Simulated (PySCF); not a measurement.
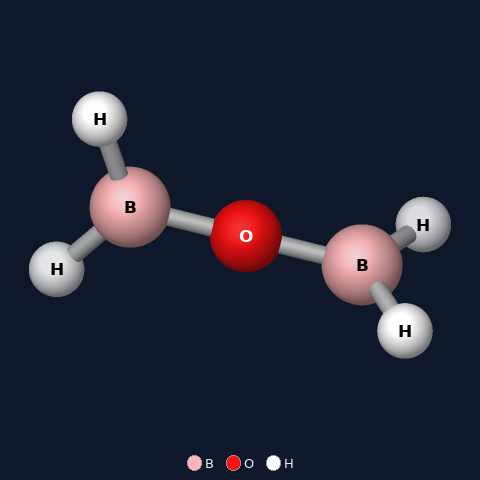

Computed geometry: GFN2-xTB optimisation. No frequency run is at hand to confirm it as a minimum. Properties computed with CAM-B3LYP/def2-SVPD, gas phase (PySCF 2.14.0). Excitations: vertical, linear response.

Q: Give the brightest of the 8 lowest singlets at this level.

A: 7.76 eV.

Q: What is the lowest vertical singlet excitation?

A: 6.19 eV.

Q: What is the HOMO energy (Kohn–Sham orbital)?

A: −10.34 eV.

Q: What is the HOMO–LUMO gap?

A: 10.65 eV.

The geometry is semi-empirical. Around B such bond lengths and angles can be off by a tenth of an ångström or more and by several degrees, and values that hang on the shape move with them.
